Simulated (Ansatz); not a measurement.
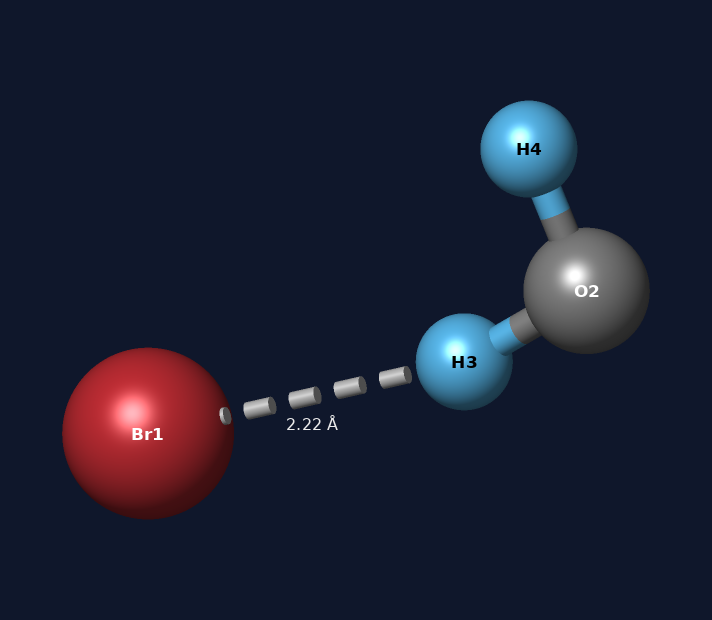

Two molecules or ions; the broken line marks their closest contact (measured against van der Waals radii). State: charge −1, singlet. Geometry: a pair of rigid molecules at a changed separation. Program: Ansatz 0.2.0.

Which two species are they?

Answer. Br and H2O (`O.[Br-]`).

Give the counterpoise-corrected interaction energy (kJ/mol, monomers kept as in the pair) with RHF-CCSD(T) (frozen core)/def2-TZVPPD; ωB97M-V/def2-TZVPPD.

| level | interaction energy (kJ/mol) |
| --- | --- |
| RHF-CCSD(T) (frozen core)/def2-TZVPPD | −50.2 |
| ωB97M-V/def2-TZVPPD | −54.1 |
